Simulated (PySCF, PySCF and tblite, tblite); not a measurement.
**C₅H₇F: conformers and averaged spectra**

Aim: find the conformers of C₅H₇F (`FC1CC=CC1`), weigh them, and average their properties.

Computed with tblite 0.8.0 (tight binding) and PySCF 2.14.0 (DFT, with response routines of our own); each step states its level. Atoms count from 0 throughout.

### Step 1. The starting structure

13 atoms, charge 0, multiplicity 1; geometry from: MMFF94s geometry.

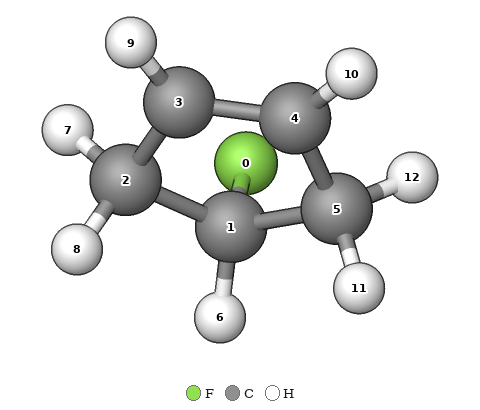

The starting geometry (fluorine green, carbon grey, hydrogen white), atoms numbered.

### Step 2. GFN2-xTB relaxation, conformer 1

What the job is given:

```
{"job": {"xc": "GFN2-xTB", "basis": "xTB", "kind": "relax"}, "charge": 0, "multiplicity": 1}
F      0.757800    -0.640500     1.818800
C      0.717200    -0.686000     0.445800
C      1.033700     0.699600    -0.090900
C     -0.336100     1.259500    -0.401000
C     -1.277500     0.302100    -0.329600
C     -0.703600    -1.033600     0.004700
H      1.458100    -1.435400     0.142200
H      1.556200     1.323100     0.645700
H      1.613900     0.649700    -1.017300
H     -0.523200     2.287300    -0.636500
H     -2.330200     0.464700    -0.536100
H     -0.700700    -1.673600    -0.880900
H     -1.270000    -1.516400     0.817400
```

Command:

```console
OMP_NUM_THREADS=1 python ens_run.py task.json out
```

The driver reads the study from task.json and runs its stages one after another.

Standard output:

```text
step      E/eV     max force
  0    -516.65688    1.453
  1    -516.68380    1.260
  2    -516.69926    0.214
  3    -516.70318    0.137
  4    -516.70623    0.161
  5    -516.70764    0.112
  6    -516.70841    0.053
  7    -516.70869    0.045
  8    -516.70891    0.039
  9    -516.70891    0.039
 10    -516.70900    0.028
 11    -516.70914    0.025
 12    -516.70923    0.031
 13    -516.70946    0.039
 14    -516.70964    0.039
 15    -516.70984    0.042
 16    -516.71005    0.040
 17    -516.71037    0.052
 18    -516.71076    0.057
 19    -516.71123    0.064
 20    -516.71180    0.071
 21    -516.71259    0.102
 22    -516.71359    0.113
 23    -516.71464    0.091
 24    -516.71546    0.062
 25    -516.71611    0.059
 26    -516.71676    0.065
 27    -516.71726    0.047
 28    -516.71746    0.026
 29    -516.71752    0.022
 30    -516.71757    0.023
 31    -516.71763    0.025
 32    -516.71769    0.022
 33    -516.71774    0.015
 34    -516.71776    0.010
 35    -516.71776    0.008
 36    -516.71777    0.008
 37    -516.71778    0.006
 38    -516.71779    0.006
 39    -516.71779    0.006
 40    -516.71780    0.006
 41    -516.71780    0.004
 42    -516.71780    0.003
```

Wall time 0.14 s (1 thread of Arm Neoverse V2, shared host).

Gain 0.061 eV; displacement 0.14 Å root mean square.

### Step 3. Shieldings, conformer 1: wB97X-D/pcSseg-1 in acetone

What the job is given:

```
{"job": {"xc": "wB97X-D", "basis": "pcSseg-1", "solvent": "acetone", "kind": "nmr", "pop": true}, "charge": 0, "multiplicity": 1}
F      0.915617    -0.803735     1.770153
C      0.735771    -0.707000     0.401503
C      1.003048     0.736833    -0.053973
C     -0.347665     1.249795    -0.452310
C     -1.278061     0.313690    -0.394869
C     -0.730351    -1.008345     0.050563
H      1.436811    -1.429145    -0.028718
H      1.430572     1.314711     0.767381
H      1.703466     0.771765    -0.890648
H     -0.489366     2.275437    -0.743937
H     -2.320771     0.433225    -0.630478
H     -0.809124    -1.756281    -0.740817
H     -1.254336    -1.390465     0.928421
```

Standard output:

```text
coarse grid: 10856 points
cycle   1  E = -294.3443758636  dE =  1.025e+00  |g| = 5.237e-01  |ddm| = 3.112e+00
cycle   2  E = -294.3516282879  dE = -7.252e-03  |g| = 5.588e-01  |ddm| = 5.894e-01
cycle   3  E = -294.3958589556  dE = -4.423e-02  |g| = 4.239e-02  |ddm| = 2.763e-01
cycle   4  E = -294.3962046127  dE = -3.457e-04  |g| = 1.982e-02  |ddm| = 4.841e-02
cycle   5  E = -294.3962989475  dE = -9.433e-05  |g| = 3.081e-03  |ddm| = 2.025e-02
cycle   6  E = -294.3963018831  dE = -2.936e-06  |g| = 4.617e-04  |ddm| = 4.715e-03
final grid: 105248 points
cycle   7  E = -294.4424801976  dE = -1.493e-04  |g| = 6.146e-03  |ddm| = 4.533e-02
cycle   8  E = -294.4424813085  dE = -1.111e-06  |g| = 6.372e-03  |ddm| = 8.915e-03
cycle   9  E = -294.4424866808  dE = -5.372e-06  |g| = 4.506e-04  |ddm| = 3.087e-03
cycle  10  E = -294.4424867446  dE = -6.378e-08  |g| = 1.802e-04  |ddm| = 1.093e-03
cycle  11  E = -294.4424867527  dE = -8.092e-09  |g| = 3.480e-05  |ddm| = 2.102e-04
cycle  12  E = -294.4424867533  dE = -5.712e-10  |g| = 6.828e-06  |ddm| = 1.022e-04
converged SCF energy = -294.4424867533

GIAO shielding tensors (ppm)
atom      isotropic    diamagn.    paramagn.     s11        s22        s33       span
  0 F      370.718     474.366    -103.648    300.675    398.063    413.415    112.740
  1 C       90.429     242.764    -152.335     52.254     79.036    139.996     87.742
  2 C      140.677     247.719    -107.042    116.403    141.766    163.862     47.459
  3 C       50.090     254.907    -204.817    -60.723     68.489    142.502    203.225
  4 C       50.080     254.906    -204.825    -60.743     68.468    142.516    203.259
  5 C      140.683     247.715    -107.031    116.436    141.762    163.852     47.416
  6 H       26.130      29.227      -3.097     23.460     25.356     29.575      6.115
  7 H       29.015      29.384      -0.369     25.356     27.811     33.877      8.521
  8 H       28.757      29.289      -0.532     24.803     27.121     34.347      9.545
  9 H       25.770      30.777      -5.008     24.344     25.179     27.786      3.442
 10 H       25.769      30.778      -5.009     24.346     25.174     27.786      3.441
 11 H       28.759      29.291      -0.533     24.807     27.118     34.352      9.545
 12 H       29.015      29.383      -0.368     25.352     27.814     33.878      8.526
```

Run time: 15 s. Hardware: 1 thread of Arm Neoverse V2, shared host; peak memory 0.77 GiB.

This run: HOMO -9.01 eV, LUMO 2.47 eV; dipole 2.16 D.

Orbitals, density, ELF and potential are computed afterwards from the orbital file.

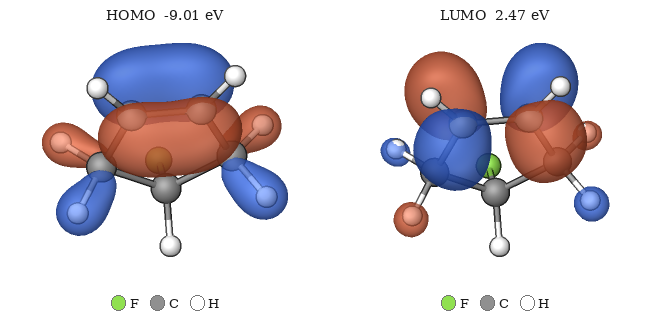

Frontier orbitals at wB97X-D/pcSseg-1; each surface holds 70 % of the orbital's density, blue and red mark the sign.

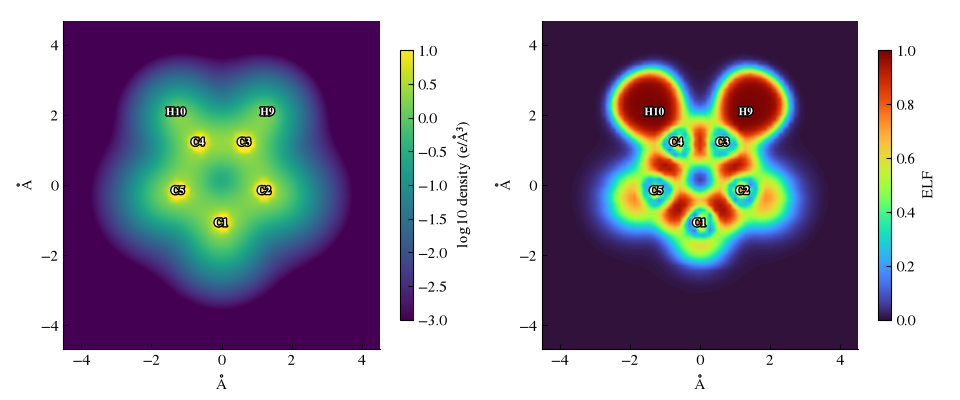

Density (left) and ELF (right) in a plane through or near 7 of the atoms.

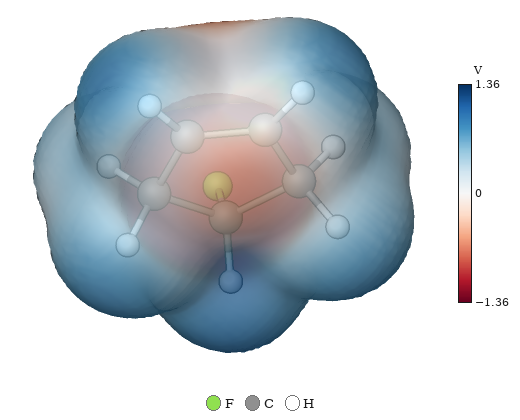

The potential that a unit positive charge feels on the 0.002 e/bohr³ surface, from the 1st to the 99th percentile, from -1.36 V near F0 to 0.97 V near H6.

### Step 4. Single-point energy, conformer 1: PBE0/def2-SVP in acetone

The job, as its differences from that of step 3:

```diff
@@ -1,2 +1,2 @@
-{"job": {"xc": "wB97X-D", "basis": "pcSseg-1", "solvent": "acetone", "kind": "nmr", "pop": true}, "charge": 0, "multiplicity": 1}
+{"job": {"xc": "PBE0", "basis": "def2-SVP", "solvent": "acetone", "kind": "sp"}, "charge": 0, "multiplicity": 1}
 F      0.915617    -0.803735     1.770153
```

Standard output:

```text
coarse grid: 10856 points
cycle   1  E = -293.9241207951  dE =  7.438e-01  |g| = 5.153e-01  |ddm| = 3.683e+00
cycle   2  E = -293.9064077107  dE =  1.771e-02  |g| = 6.309e-01  |ddm| = 1.068e+00
cycle   3  E = -293.9760581060  dE = -6.965e-02  |g| = 5.483e-02  |ddm| = 5.936e-01
cycle   4  E = -293.9765655363  dE = -5.074e-04  |g| = 2.468e-02  |ddm| = 6.908e-02
cycle   5  E = -293.9767090694  dE = -1.435e-04  |g| = 2.856e-03  |ddm| = 2.554e-02
cycle   6  E = -293.9767108218  dE = -1.752e-06  |g| = 5.767e-04  |ddm| = 4.152e-03
final grid: 105248 points
cycle   7  E = -294.0208395377  dE = -2.743e-05  |g| = 7.447e-03  |ddm| = 2.937e-02
cycle   8  E = -294.0208333908  dE =  6.147e-06  |g| = 9.495e-03  |ddm| = 1.545e-02
cycle   9  E = -294.0208530668  dE = -1.968e-05  |g| = 8.097e-04  |ddm| = 8.422e-03
cycle  10  E = -294.0208531881  dE = -1.214e-07  |g| = 1.648e-04  |ddm| = 9.245e-04
cycle  11  E = -294.0208531931  dE = -5.033e-09  |g| = 2.339e-05  |ddm| = 1.603e-04
cycle  12  E = -294.0208531933  dE = -1.128e-10  |g| = 7.466e-06  |ddm| = 3.888e-05
converged SCF energy = -294.0208531933
```

Wall time 3.9 s (1 thread of Arm Neoverse V2, shared host); peak memory 0.56 GiB.

Key values: HOMO -7.09 eV, LUMO 0.77 eV; dipole 2.00 D.

### Step 5. Couplings, conformer 1: B3LYP/pcJ-1+6-31G*

The job, as its differences from that of step 4:

```diff
@@ -1,2 +1,2 @@
-{"job": {"xc": "PBE0", "basis": "def2-SVP", "solvent": "acetone", "kind": "sp"}, "charge": 0, "multiplicity": 1}
+{"job": {"xc": "B3LYP", "basis": {"default": "6-31G*", "H": "pcJ-1", "F": "pcJ-1"}, "nuclei": ["H", "F", "P", "Si", "B"], "kind": "j"}, "charge": 0, "multiplicity": 1}
 F      0.915617    -0.803735     1.770153
```

Standard output:

```text
coarse grid: 10856 points
cycle   1  E = -294.5343275175  dE =  7.489e-01  |g| = 5.809e-01  |ddm| = 3.078e+00
cycle   2  E = -294.4977941980  dE =  3.653e-02  |g| = 7.831e-01  |ddm| = 9.480e-01
cycle   3  E = -294.6013045979  dE = -1.035e-01  |g| = 7.417e-02  |ddm| = 5.267e-01
cycle   4  E = -294.6021188549  dE = -8.143e-04  |g| = 3.580e-02  |ddm| = 7.729e-02
cycle   5  E = -294.6023873012  dE = -2.684e-04  |g| = 3.959e-03  |ddm| = 3.180e-02
cycle   6  E = -294.6023905011  dE = -3.200e-06  |g| = 6.434e-04  |ddm| = 4.740e-03
final grid: 105248 points
cycle   7  E = -294.5739185912  dE = -6.375e-05  |g| = 7.184e-03  |ddm| = 1.998e-02
cycle   8  E = -294.5739090562  dE =  9.535e-06  |g| = 1.022e-02  |ddm| = 1.328e-02
cycle   9  E = -294.5739301518  dE = -2.110e-05  |g| = 9.448e-04  |ddm| = 7.476e-03
cycle  10  E = -294.5739302954  dE = -1.436e-07  |g| = 2.722e-04  |ddm| = 8.333e-04
cycle  11  E = -294.5739303083  dE = -1.291e-08  |g| = 3.390e-05  |ddm| = 2.133e-04
cycle  12  E = -294.5739303085  dE = -1.808e-10  |g| = 1.831e-05  |ddm| = 4.600e-05
converged SCF energy = -294.5739303085

Indirect spin-spin couplings (Hz)
  i      j    bonds     total        FC       PSO       DSO        SD
  0 F    6 H    2     61.499    58.214     8.044    -0.872    -3.887
  0 F    7 H    3     37.562    37.276     0.468     0.627    -0.809
  0 F    8 H    3     26.214    27.031     1.057    -1.581    -0.294
  0 F    9 H    4      0.568     0.830     1.154    -1.338    -0.077
  0 F   10 H    4      0.561     0.822     1.153    -1.337    -0.077
  0 F   11 H    3     26.359    27.182     1.054    -1.583    -0.294
  0 F   12 H    3     37.546    37.258     0.471     0.625    -0.809
  6 H    7 H    3      0.560     1.124     1.167    -1.731         -
  6 H    8 H    3      8.301     8.117    -0.344     0.529         -
  6 H    9 H    4     -0.263     0.368     1.275    -1.906         -
  6 H   10 H    4     -0.260     0.372     1.276    -1.907         -
  6 H   11 H    3      8.304     8.120    -0.344     0.529         -
  6 H   12 H    3      0.551     1.115     1.165    -1.728         -
  7 H    8 H    2    -19.929   -19.643     1.807    -2.092         -
  7 H    9 H    3      3.218     3.388     0.532    -0.702         -
  7 H   10 H    4     -3.277    -2.604     1.217    -1.891         -
  7 H   11 H    4      2.494     3.152     1.420    -2.078         -
  7 H   12 H    4      0.652     1.096     0.969    -1.413         -
  8 H    9 H    3      2.596     2.846     0.692    -0.942         -
  8 H   10 H    4     -4.110    -3.436     1.201    -1.875         -
  8 H   11 H    4      2.355     2.639     0.481    -0.765         -
  8 H   12 H    4      2.474     3.132     1.420    -2.078         -
  9 H   10 H    3      6.586     7.192     0.471    -1.078         -
  9 H   11 H    4     -4.124    -3.451     1.200    -1.873         -
  9 H   12 H    4     -3.260    -2.586     1.219    -1.893         -
 10 H   11 H    3      2.598     2.849     0.693    -0.944         -
 10 H   12 H    3      3.214     3.384     0.531    -0.701         -
 11 H   12 H    2    -19.920   -19.634     1.807    -2.093         -
```

Run time: 13 s. Hardware: 1 thread of Arm Neoverse V2, shared host; peak memory 0.84 GiB.

Key values: HOMO -6.78 eV, LUMO 0.68 eV; dipole 1.83 D.

### Step 6. The ensemble: properties at wB97X-D/pcSseg-1 in acetone

What the job is given:

```
{"job": {"study": "conf", "smiles": "FC1CC=CC1", "search": {"seed": 2902, "n_embed": 60, "ff_keep": 14, "window": 3.0, "nmax": 10, "temps": [220, 260, 298.15, 340, 380], "t_ref": 298.15, "order": 0.002}, "level": {"nmr": {"xc": "wB97X-D", "basis": "pcSseg-1", "solvent": "acetone"}, "sp": {"xc": "PBE0", "basis": "def2-SVP", "solvent": "acetone"}, "j": {"xc": "B3LYP", "basis": {"default": "6-31G*", "H": "pcJ-1", "F": "pcJ-1"}, "nuclei": ["H", "F", "P", "Si", "B"]}}, "kind": "conf"}, "charge": 0, "multiplicity": 1}
F      0.915617    -0.803735     1.770153
C      0.735771    -0.707000     0.401503
C      1.003048     0.736833    -0.053973
C     -0.347665     1.249795    -0.452310
C     -1.278061     0.313690    -0.394869
C     -0.730351    -1.008345     0.050563
H      1.436811    -1.429145    -0.028718
H      1.430572     1.314711     0.767381
H      1.703466     0.771765    -0.890648
H     -0.489366     2.275437    -0.743937
H     -2.320771     0.433225    -0.630478
H     -0.809124    -1.756281    -0.740817
H     -1.254336    -1.390465     0.928421
```

Standard output:

```text
conformer  sym    E(xTB)   E(DFT)   G(298.15 K)  weight  dipole/D
    1     Cs      0.000    0.000    0.000   1.0000    1.998

mean shielding (ppm) by class
class atoms           220 K      260 K   298.15 K      340 K      380 K
  0 F  0            370.718    370.718    370.718    370.718    370.718
  1 C  1             90.429     90.429     90.429     90.429     90.429
  2 C  2,5           140.68     140.68     140.68     140.68     140.68
  3 C  3,4           50.085     50.085     50.085     50.085     50.085
  4 H  6              26.13      26.13      26.13      26.13      26.13
  5 H  7,12          29.015     29.015     29.015     29.015     29.015
  6 H  8,11          28.758     28.758     28.758     28.758     28.758
  7 H  9,10          25.769     25.769     25.769     25.769     25.769
```

Run time: 33 s. Hardware: 1 thread of Arm Neoverse V2, shared host. This counts the runs that the step sums up.

The search (ETKDG and KDG, MMFF94s, GFN2-xTB) embedded 60 structures, kept 1 distinct ones after the force field and 1 after xTB; 1 was carried on (window 3.0 kcal/mol at the search's own energies). Energies: PBE0/def2-SVP in acetone with D3(BJ).

Conformer by conformer (298 K):

```csv
no.,group,mirror pair,ΔE xTB,ΔE DFT,ΔG,weight (%),μ (D),"A, B, C (GHz)"
1,Cs,no,0.00,0.00,0.00,100.0,2.00,"6.33, 3.51, 2.63"
```

Energies in kcal/mol. ΔG holds xTB vibrations and rotation, symmetry numbers and mirror pairs.

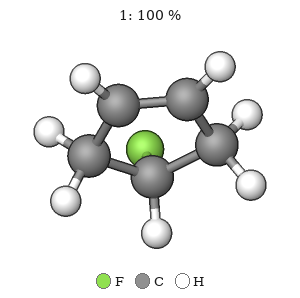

The one conformer.

Shifts against references run at the same level ($^{13}$C TMS 188.0, $^{1}$H TMS 31.81 ppm of shielding), by class of atoms, at 298 K:

| atoms | environment | average |
| --- | --- | --- |
| C3, C4 | alkene CH | 137.9 |
| C1 | sp3 CH bonded to F | 97.5 |
| C2, C5 | allylic sp3 CH2 | 47.3 |
| H9, H10 | hydrogen on an alkene CH | 6.04 |
| H6 | hydrogen on an sp3 CH bonded to F | 5.68 |
| H8, H11 | hydrogen on an allylic sp3 CH2 | 3.05 |
| H7, H12 | hydrogen on an allylic sp3 CH2 | 2.79 |
| F0 | fluorine on an sp3 carbon | 370.7 (σ) |

Couplings (Hz, B3LYP/pcJ-1+6-31G*; one pair named for each class), from conformers that hold 100 % of the weight:

```
  pair  bonds  average
 F0–H6      2     61.5
 H7–H8      2    -19.9
 F0–H7      3     37.5
 F0–H8      3     26.3
 H6–H8      3      8.3
H9–H10      3      6.6
 H7–H9      3      3.2
 H8–H9      3      2.6
 H6–H7      3      0.6
H8–H10      4     -4.1
H7–H10      4     -3.3
H7–H11      4      2.5
H8–H11      4      2.4
H7–H12      4      0.7
 F0–H9      4      0.6
```

Effective distances for nuclear Overhauser effects, ⟨r⁻⁶⟩^(−1/6) over all pairs of two classes (Å): H7···H8 1.98; H6···H8 2.38; H6···H7 2.86; H7···H9 2.91; H8···H9 2.95.

### Step 7. Outcome

| quantity | value |
| --- | --- |
| conformers | 1; the first in weight is no. 1 (Cs), 100 % at 298 K |
| root-mean-square dipole | 2.00 D |
| averaged $^{13}$C shifts (wB97X-D/pcSseg-1 in acetone) | 137.9, 97.5, 47.3 ppm |
| averaged $^{1}$H shifts (wB97X-D/pcSseg-1 in acetone) | 6.04, 5.68, 3.05, 2.79 ppm |

What this shows: The search found one conformer in the window, so the averages are its own values.
